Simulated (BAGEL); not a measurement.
**A workflow on Si2H6O (disilanol)**

We compute a single-point energy (HF/6-31G*), then the energy (NEVPT2(2,2)/6-31G*), then a single-point energy (CASPT2(2,2)/6-31G*) of Si2H6O (disilanol). 

The results are computed with BAGEL 1.2.2.

1 further run of the same task is left out (set aside as unsound or not needed).

### Step 1. The system as given

Si2H6O has 9 atoms, charge 0, and is taken as a singlet. As SMILES, `O[SiH2][SiH3]`. One bond was lengthened or shortened from a relaxed shape.

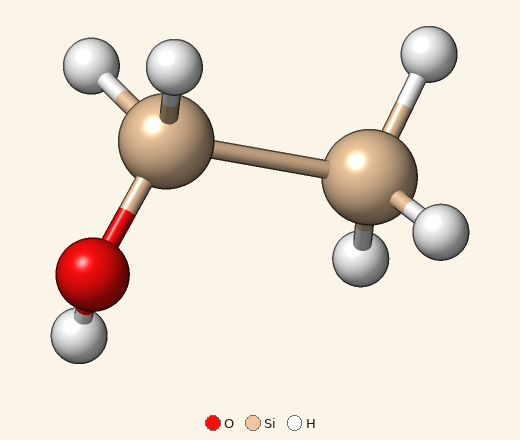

The structure, seen from a chosen angle (oxygen red, silicon light orange, hydrogen white).

### Step 2. The energy at HF/6-31G(d) (density fitting with svp-jkfit, spherical functions) (run 1)

Contents of job.json:

```json
{ "bagel" : [

{
  "title" : "molecule",
  "basis" : "6-31gs.json",
  "df_basis" : "svp-jkfit",
  "angstrom" : false,
  "geometry" : [
    { "atom" : "O", "xyz" : [    -3.23903215,     1.94508754,    -1.06841147 ] },
    { "atom" : "Si", "xyz" : [    -0.18939213,     1.74326479,    -0.41437725 ] },
    { "atom" : "Si", "xyz" : [     0.82992614,    -1.98233026,     1.76731156 ] },
    { "atom" : "H", "xyz" : [    -3.97149000,     0.62511384,    -2.06769864 ] },
    { "atom" : "H", "xyz" : [     1.37114370,     1.85929398,    -2.76122813 ] },
    { "atom" : "H", "xyz" : [     0.38999790,     3.99600730,     1.15201673 ] },
    { "atom" : "H", "xyz" : [     3.60536690,    -2.10780808,     2.21309795 ] },
    { "atom" : "H", "xyz" : [     0.07781514,    -4.23072641,     0.24645997 ] },
    { "atom" : "H", "xyz" : [    -0.29479728,    -2.09589524,     3.87299369 ] }
  ]
},

{ "title" : "hf" },

{ "title" : "print", "file" : "orbitals.molden", "orbitals" : true }

]}
```

The basis set 6-31G* is read from a file made from the Basis Set Exchange's data (not shown).

Launch:

```sh
BAGEL_NUM_THREADS=1 BAGEL job.json > job.out
```

The log of the run:

```text
* using 1 threads per process

  ===============================================================
  ===============================================================

  *** Geometry ***

  { "atom" : "O", "xyz" : [     -3.239032,      1.945088,     -1.068411 ] },
  { "atom" : "Si", "xyz" : [     -0.189392,      1.743265,     -0.414377 ] },
  { "atom" : "Si", "xyz" : [      0.829926,     -1.982330,      1.767312 ] },
[... 5 lines of this table left out ...]
  { "atom" : "H", "xyz" : [     -0.294797,     -2.095895,      3.872994 ] },

  Number of auxiliary basis functions:      441

  Since a DF basis is specified, we compute 2- and 3-index integrals:
    o Being stored without compression. Storage requirement is 0.014 GB

  Number of basis functions:       62
  Number of electrons      :       42

    * METHOD: MOLECULE                             0.20

  *** RHF ***

  === Nuclear Repulsion ===
   154.0141466328

      * DIIS with orbital gradients will be used.

  === RHF iteration (6-31gs.json) ===
      0       -656.00803311          0.02327816           0.05
      1       -656.11603164          0.01493571           0.05
      2       -656.17873541          0.00182749           0.05
[... 8 lines of this table left out ...]
     11       -656.18031075          0.00000001           0.05
    * SCF iteration converged.

    * Permanent dipole moment:
           (    0.017119,     0.470581,     0.177120) a.u.

    * METHOD: HF                                   0.68

    * METHOD: PRINT                                0.01

  ===============================================================
```

It took 1 s on 1 thread of Arm Neoverse V1, shared host; peak memory 0.15 GiB.

### Step 3. The energy at NEVPT2(2,2)/6-31G(d) (density fitting with svp-jkfit, spherical functions) (run 2)

Edit job.json of step 2 so:

```diff
@@ -6,3 +6,2 @@
   "df_basis" : "svp-jkfit",
-  "angstrom" : false,
   "geometry" : [
@@ -20,5 +19,34 @@
 
-{ "title" : "hf" },
+{
+  "title" : "hf"
+},
 
-{ "title" : "print", "file" : "orbitals.molden", "orbitals" : true }
+{
+  "title" : "casscf",
+  "nstate" : 1,
+  "nact" : 2,
+  "nclosed" : 20,
+  "nspin" : 0,
+  "active" : [18, 23],
+  "maxiter" : 200,
+  "natocc" : true
+},
+
+{
+  "title" : "nevpt2",
+  "nstate" : 1,
+  "nact" : 2,
+  "nclosed" : 20,
+  "nspin" : 0,
+  "active" : [18, 23],
+  "maxiter" : 200,
+  "natocc" : true,
+  "ncore" : 11
+},
+
+{
+  "title" : "print",
+  "file" : "orbitals.molden",
+  "orbitals" : true
+}
```

The basis set 6-31G* is read from a file made from the Basis Set Exchange's data (not shown).

Launch:

```sh
BAGEL_NUM_THREADS=1 BAGEL job.json > job.out
```

The log of the run:

```text
* using 1 threads per process

  ===============================================================
  ===============================================================

  *** Geometry ***

  { "atom" : "O", "xyz" : [     -3.239032,      1.945088,     -1.068411 ] },
  { "atom" : "Si", "xyz" : [     -0.189392,      1.743265,     -0.414377 ] },
  { "atom" : "Si", "xyz" : [      0.829926,     -1.982330,      1.767312 ] },
[... 5 lines of this table left out ...]
  { "atom" : "H", "xyz" : [     -0.294797,     -2.095895,      3.872994 ] },

[... 23 lines left out ...]
    * SCF iteration converged.
[... 1 line left out ...]
    * Permanent dipole moment:
[... 27 lines left out ...]
    * Second-order optimization converged. *
[... 9 lines left out ...]
     * ci vector, state   0, <S^2> = 0.0000
[... 3 lines left out ...]
    * METHOD: CASSCF                               2.78

    * freezing 11 orbitals

  === DF-NEVPT2 calculation ===

    * 3-index integral transformation done
    * assembly done

      NEVPT2 correlation energy:   -0.3225675691      0.06

          (+0)     -0.3011878296
          (+0)'    -0.0023426254
          (+1)     -0.0026792144
          (+1)'    -0.0000000000
          (+2)     -0.0001388585
          (-1)     -0.0115721622
          (-1)'     0.0000000000
          (-2)     -0.0046468790

      NEVPT2 total energy:       -656.5138896818

    * METHOD: NEVPT2                               0.15

    * METHOD: PRINT                                0.01

  ===============================================================
```

Run time: 4.2 s. Hardware: 1 thread of Arm Neoverse V1, shared host; peak memory 0.15 GiB.

### Step 4. The energy at CASPT2(2,2)/6-31G(d) (density fitting with svp-jkfit, spherical functions) (run 3)

Contents of job.json:

```json
{ "bagel": [

{
  "title": "molecule",
  "basis": "6-31gs.json",
  "df_basis": "svp-jkfit",
  "angstrom": false,
  "geometry": [
    { "atom": "O", "xyz": [ -3.23903215,  1.94508754, -1.06841147 ] },
    { "atom": "Si", "xyz": [ -0.18939213,  1.74326479, -0.41437725 ] },
    { "atom": "Si", "xyz": [  0.82992614, -1.98233026,  1.76731156 ] },
    { "atom": "H", "xyz": [ -3.97149000,  0.62511384, -2.06769864 ] },
    { "atom": "H", "xyz": [  1.37114370,  1.85929398, -2.76122813 ] },
    { "atom": "H", "xyz": [  0.38999790,  3.99600730,  1.15201673 ] },
    { "atom": "H", "xyz": [  3.60536690, -2.10780808,  2.21309795 ] },
    { "atom": "H", "xyz": [  0.07781514, -4.23072641,  0.24645997 ] },
    { "atom": "H", "xyz": [ -0.29479728, -2.09589524,  3.87299369 ] }
  ]
},
{ "title": "hf" },
{ "title": "casscf", "nstate": 1, "nact": 2, "nclosed": 20, "active": [18, 23], "maxiter": 200, "natocc": true },
{ "title": "print", "file": "orbitals.molden", "orbitals": true },
{ "title": "smith", "method": "caspt2", "ms": true, "xms": true, "sssr": true, "shift": 0.2, "shift_imag": true, "ncore": 11 }

]}
```

The basis set 6-31G* is read from a file made from the Basis Set Exchange's data (not shown).

Launch:

```sh
BAGEL_NUM_THREADS=1 BAGEL job.json > job.out
```

The log of the run:

```text
* using 1 threads per process

  ===============================================================
  ===============================================================

  *** Geometry ***

  { "atom" : "O", "xyz" : [     -3.239032,      1.945088,     -1.068411 ] },
  { "atom" : "Si", "xyz" : [     -0.189392,      1.743265,     -0.414377 ] },
  { "atom" : "Si", "xyz" : [      0.829926,     -1.982330,      1.767312 ] },
[... 5 lines of this table left out ...]
  { "atom" : "H", "xyz" : [     -0.294797,     -2.095895,      3.872994 ] },

[... 25 lines left out ...]
    * Permanent dipole moment:
[... 37 lines left out ...]
     * ci vector, state   0, <S^2> = 0.0000
[... 21 lines left out ...]
       #      aibj      arbs      arbi      airj      risj      airs      arst      rist         Etot      error   time
[... 10 lines left out ...]
      ------------------------------------------------------------------------------------------------------------------

    * CASPT2 energy : state  0     -656.5176787265
        w/o shift correction       -656.5157733019
        reference weight              0.8967483682

    * METHOD: SMITH                                0.29

  ===============================================================
```

Wall time 4.2 s (1 thread of Arm Neoverse V1, shared host); peak memory 0.15 GiB.

### Step 5. What came out

| quantity | value |
| --- | --- |
| run 1, HF/6-31G*: total energy | -656.18031 Eh |
| run 1, HF/6-31G*: dipole moment | 1.28 D |
| run 1, HF/6-31G*: HOMO energy | -10.61 eV |
| run 1, HF/6-31G*: LUMO energy | 3.12 eV |
| run 1, HF/6-31G*: HOMO–LUMO gap | 13.73 eV |
| run 2, NEVPT2(2,2)/6-31G*: total energy | -656.51389 Eh |
| run 3, CASPT2(2,2)/6-31G*: total energy | -656.51768 Eh |
